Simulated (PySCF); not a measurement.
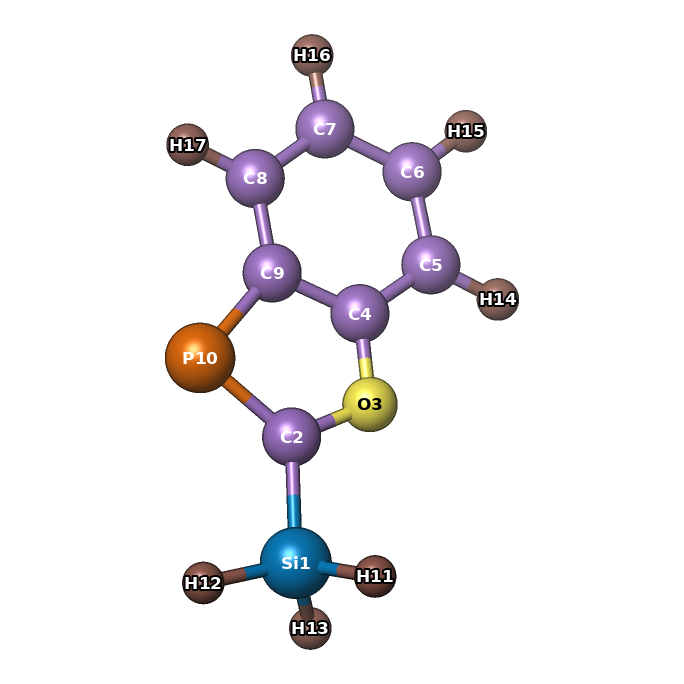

Computed geometry: PBE0-D3(BJ)/def2-SVP optimisation. No frequency run is at hand to confirm it as a minimum. Electric field gradients from the ground-state density, PBE0/pcSseg-1 (PySCF 2.14.0), non-relativistic apart from any core potentials.

Give the largest field-gradient component, the quadrupole coupling constant and the asymmetry for 17O at O3 (Q = −25.6 mb).

```
atom  V_zz (a.u.)  e²qQ/h (MHz)     η
  O3        1.563         −9.40  0.13
```
